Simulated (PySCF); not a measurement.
# C$_{3}$H$_{11}$NO$_{2}$Si$_{2}$: what the fields show

| atom | x (Å) | y (Å) | z (Å) |
| --- | --- | --- | --- |
| C | 3.0595 | -0.1354 | 1.1401 |
| N | 2.0264 | -0.6812 | 0.6809 |
| C | 1.9014 | -0.9761 | -0.7004 |
| Si | 0.5995 | 0.2604 | -1.4311 |
| Si | -0.9746 | 0.5106 | 0.2091 |
| O | -0.7734 | -0.6019 | 1.3811 |
| O | -2.3822 | 0.2583 | -0.5551 |
| C | -3.6505 | 0.1343 | 0.0157 |
| H | 3.0915 | 0.1088 | 2.1915 |
| H | 3.9421 | 0.1084 | 0.5419 |
| H | 2.8564 | -0.9265 | -1.2394 |
| H | 1.4991 | -1.9866 | -0.7874 |
| H | 0.2909 | -0.2835 | -2.7610 |
| H | 1.3564 | 1.5015 | -1.6675 |
| H | -1.0134 | 1.8169 | 0.8905 |
| H | 0.1282 | -0.8505 | 1.6044 |
| H | -4.3524 | -0.1352 | -0.7745 |
| H | -3.6529 | -0.6390 | 0.7857 |
| H | -3.9617 | 1.0789 | 0.4681 |

Geometry: GFN2-xTB.

Computed with PBE0/pcSseg-1, SCF density, gas phase, non-relativistic (PySCF 2.14.0).

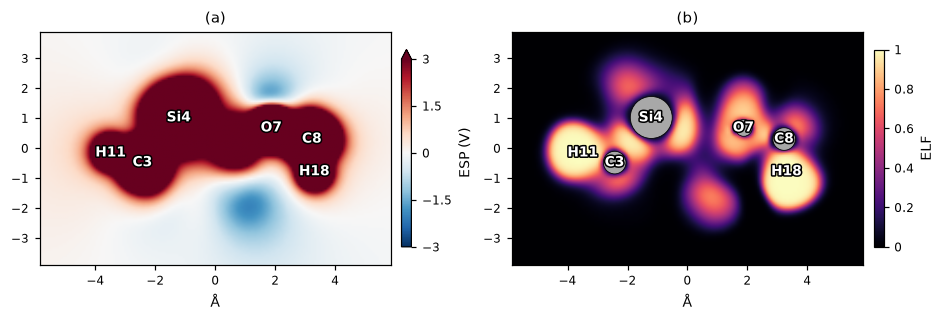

Figure 1. (a) molecular electrostatic potential; (b) electron localisation function on the plane of atoms O7, C8 and H18. Grey discs cover the atomic cores in the ELF map.

Question: What does the map show?

Answer:
- The plane passes through C, Si, O and H nuclei.
- C–O (1.40 Å): the ELF peaks at about 0.90 between the atoms, as expected for a shared but strongly polarised pair.
- C–Si (1.94 Å): the ELF peaks at about 0.95 between the atoms, as expected for localised, covalent bonding.
- The ELF also peaks beside O7, away from the bonds: lone-pair regions.
- Outside the dense part of the molecule the potential is most negative (−2.0 V) near O6, which lies off the plane.

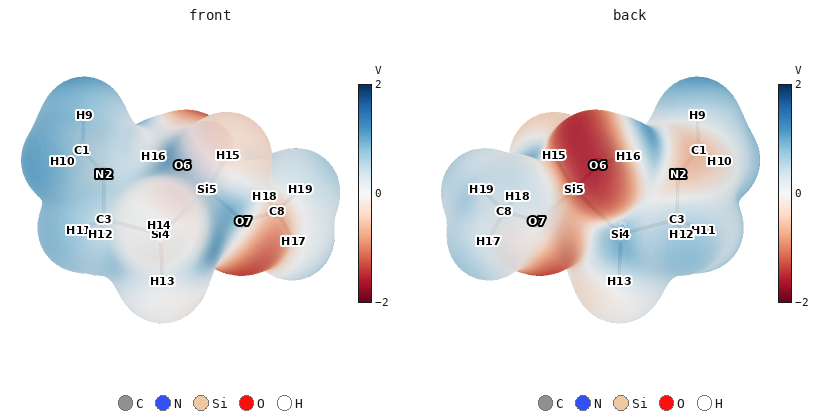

Figure 2. The molecular electrostatic potential painted on the density surface at 0.002 e/bohr³, seen from the front and from behind; the colour scale runs from red (negative) to blue (positive).

Question: Which sites attract a positive test charge, and which a negative one?

Answer: A positive charge is drawn to the negative regions and a negative charge to the positive ones. The most negative region (about −1.6 V) lies over O6, the most positive (about +1.1 V) over Si4, H9, H10 and H16. O6 is the likeliest acceptor of a hydrogen bond.

Question: What dipole moment does the calculation give?

Answer: Its dipole moment is 1.78 D.
